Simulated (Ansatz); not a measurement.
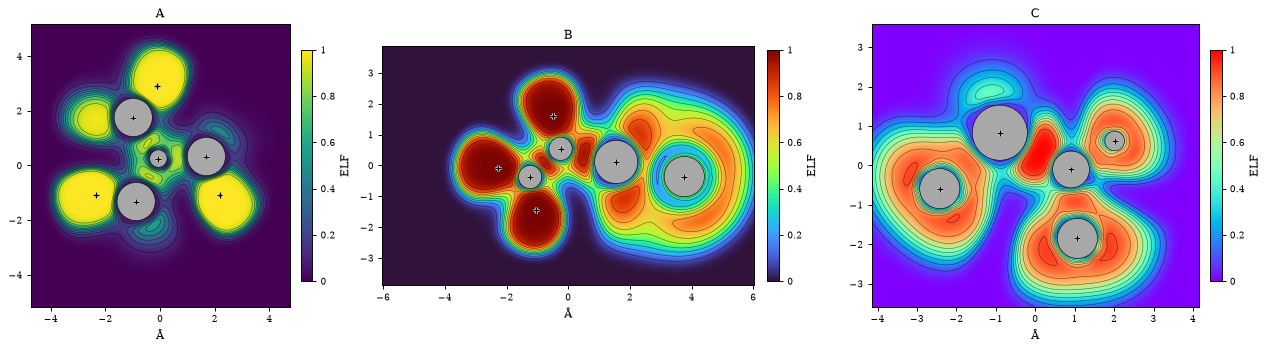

The ELF of 3 systems, each on a plane through atoms (crosses mark nuclei in the plane; grey discs cover the cores).

Method: Ansatz, isolated molecule in a Gaussian basis; Kohn-Sham density functional theory, functional PBE0.

System 1: H9NSSi3 (SMILES [SiH3]N([SiH3])[SiH2]S), the plane of atoms Si3, N1 and Si5. Geometry: PBE-D3(BJ)/def2-SVP.

```xyz
14

N    -0.8786   -0.3361   -1.1105
S     1.9694   -0.4287    0.4771
Si   -2.3839   -1.2095   -0.7881
Si   -0.1298   -0.3702   -2.7188
Si   -0.0036    0.4178    0.2158
H    -2.1880   -2.2522    0.2815
H    -3.4836   -0.2844   -0.3412
H    -2.7937   -1.8877   -2.0661
H     0.8822    0.7388   -2.7803
H    -1.1884   -0.1497   -3.7639
H     0.5534   -1.6801   -3.0062
H    -0.8621    0.2424    1.4385
H     0.2837    1.8697   -0.0319
H     1.4991   -1.6834    0.7301
```

System 2: BCl2FH2Si, the plane of atoms Cl2, B1 and F4. Geometry: B3LYP-D3(BJ)/def2-SVP.

```yaml
atoms:
  - { symbol: B, position_ang: [-0.9237, -2.1768, 2.5377] }
  - { symbol: Cl, position_ang: [-1.8065, -3.4354, 1.6910] }
  - { symbol: Cl, position_ang: [1.8854, -3.5719, 1.3195] }
  - { symbol: F, position_ang: [-1.6206, -1.2920, 3.2290] }
  - { symbol: Si, position_ang: [1.1040, -2.0388, 2.4899] }
  - { symbol: H, position_ang: [1.6634, -2.1508, 3.8664] }
  - { symbol: H, position_ang: [1.5210, -0.7306, 1.9110] }
```

System 3: C2H3SbSi, the molecular plane. Geometry: B3LYP-D3(BJ)/def2-SVP; core potentials replace the inner electrons of Sb.

```xyz
7

C     0.1377    0.5088    0.2346
C    -1.1197    0.9278    0.0075
Sb   -3.7448   -0.8738   -2.5936
Si   -2.2875    0.1017   -1.1694
H     0.5633   -0.3645   -0.2699
H     0.7912    1.0317    0.9415
H    -1.4951    1.8103    0.5416
```

Match each panel to its system.

Panel A is system 1, H9NSSi3: the plane holds N, Si and H. Si–N (1.76 Å): the ELF peaks at about 0.90 between the atoms; a shared but strongly polarised pair. Panel B is system 3, C2H3SbSi: the plane holds C, Sb, Si and H. C–C (1.34 Å): the ELF peaks at about 0.95 between the atoms (a short, multiple covalent bond). Panel C is system 2, BCl2FH2Si: the plane holds B, Cl, F and Si. B–F (1.32 Å): the ELF peaks at about 0.85 between the atoms (a shared but strongly polarised pair).
